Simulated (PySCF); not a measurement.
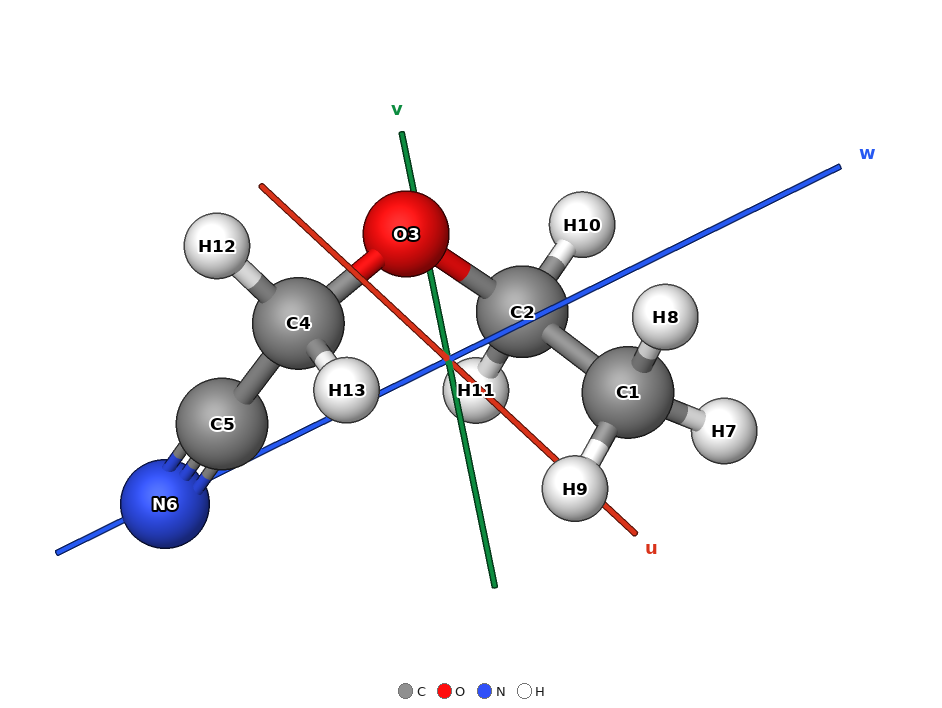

The lines u, v and w are the principal axes of the static dipole polarisability. The computed structure is the end point of a GFN2-xTB optimisation. No frequency run is at hand to confirm it as a minimum. Method: PBE0/def2-SVPD (PySCF 2.14.0).

> Along which axis is the molecule most polarisable, and along which least?

Most along w (close to the long direction C1···N6), least along v.

> Give the three principal values.

u 54.4, v 48.7, w 65.7 bohr³; mean 56.3, anisotropy 15.0 bohr³.
